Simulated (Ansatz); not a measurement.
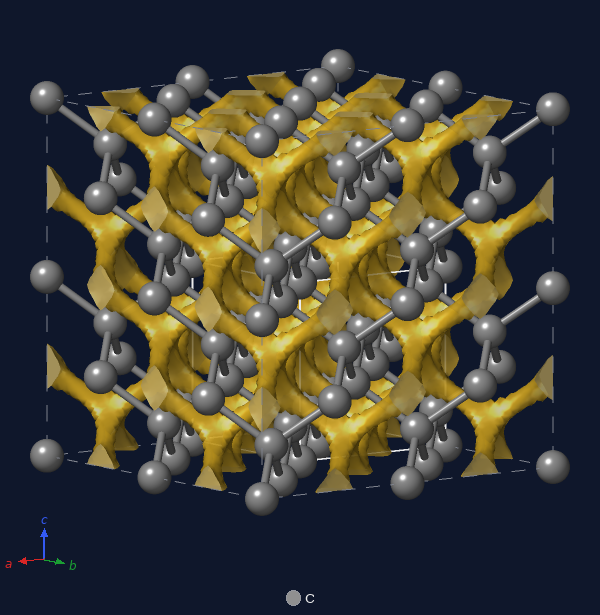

The yellow surface encloses the points that the centre of a probe sphere of radius 0.50 Å can occupy in C (Fd-3m), computed on a grid of about 0.15 Å (2×2×2 cells shown, view from a free direction; pale faces close the region where the box cuts it).

Atoms are hard spheres with touching radii (half the shortest distance): C 0.77 Å.

Origin of the cell: the geometry relaxed with Ansatz 0.2.0, DFT, r2SCAN, plane waves (500 eV) with PAW, scalar-relativistic.

```
CELL_PARAMETERS angstrom
3.56030 0.00000 0.00000
0.00000 3.56030 0.00000
0.00000 0.00000 3.56030
ATOMIC_POSITIONS crystal
C 0.50000 0.00000 0.50000
C 0.25000 0.25000 0.25000
C 0.50000 0.50000 0.00000
C 0.25000 0.75000 0.75000
C 0.00000 0.00000 0.00000
C 0.75000 0.25000 0.75000
C 0.00000 0.50000 0.50000
C 0.75000 0.75000 0.25000
```

Describe the connectivity of the accessible space.

Answer. Where they connect, they form a three-dimensional network.

What share of the cell can the probe's centre reach?

Answer. About 9.1 % of the volume (4.1 Å³ of 45.1 Å³).

Give the largest included and the largest free sphere.

Answer. The largest sphere that fits anywhere has a diameter of 1.54 Å; the largest that can travel through the crystal, about 1.4 Å.

How does the connectivity change as the probe shrinks?

Answer. Below a radius of about 0.68 Å the space forms a three-dimensional network. These are grid estimates, good to about 0.05 Å.
